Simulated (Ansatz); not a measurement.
```
Zr Hg S
1.0
     3.64454    0.00000    0.00000
     0.00000   13.78723    0.00000
     0.00000    0.00000    8.04435
Zr Hg S
4 4 12
Direct
  0.00000 0.74358 0.25000
  0.50000 0.24358 0.25000
  0.00000 0.25642 0.75000
  0.50000 0.75642 0.75000
  0.00000 0.00000 0.50000
  0.50000 0.50000 0.50000
  0.00000 0.00000 0.00000
  0.50000 0.50000 0.00000
  0.00000 0.09793 0.25000
  0.50000 0.59793 0.25000
  0.00000 0.90207 0.75000
  0.50000 0.40207 0.75000
  0.00000 0.66842 0.56644
  0.50000 0.16842 0.56644
  0.00000 0.33158 0.43356
  0.50000 0.83158 0.43356
  0.00000 0.66842 0.93356
  0.50000 0.16842 0.93356
  0.00000 0.33158 0.06644
  0.50000 0.83158 0.06644
```

Space group Cmcm; a structure from a database of computed crystals, not necessarily the ambient phase; started from the NaFeF3-63 prototype, which need not be the ambient phase.

Computed with Ansatz 0.2.0, DFT, r2SCAN+rVV10, plane waves, PAW.

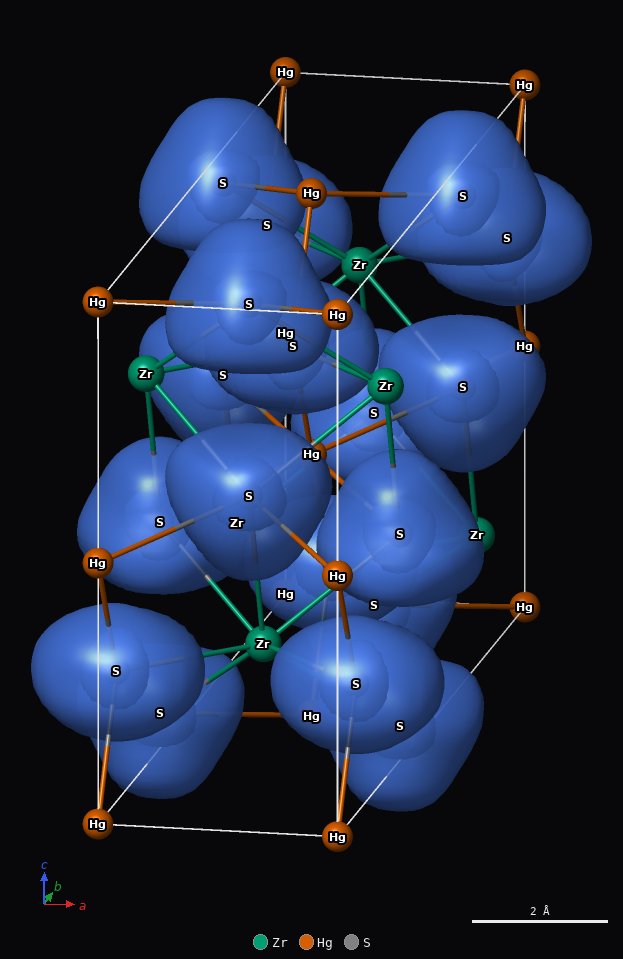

ZrHgS$_{3}$. Isosurface of the electron localisation function at 0.7 (blue), seen slightly off an axis. Core shells and regions of very low density are left out. Sticks mark near contacts.

In a PAW calculation such maps are meaningful between the atoms, not at the nuclei.

Q: What do the ELF domains correspond to?

A: The surface consists of twelve regions wrapped around S (the valence shell of each), counted in one cell of 20 atoms. Regions shared between cells count once.

Values along the shortest contacts:
Hg–S (2.42 Å): the ELF peaks at about 0.85 in the valence shell of S, 0.8 Å from its nucleus, and is about 0.40 at the midpoint. Zr–S (2.64 Å): the ELF peaks at about 0.90 in the valence shell of S, 0.9 Å from its nucleus, and is about 0.45 at the midpoint.
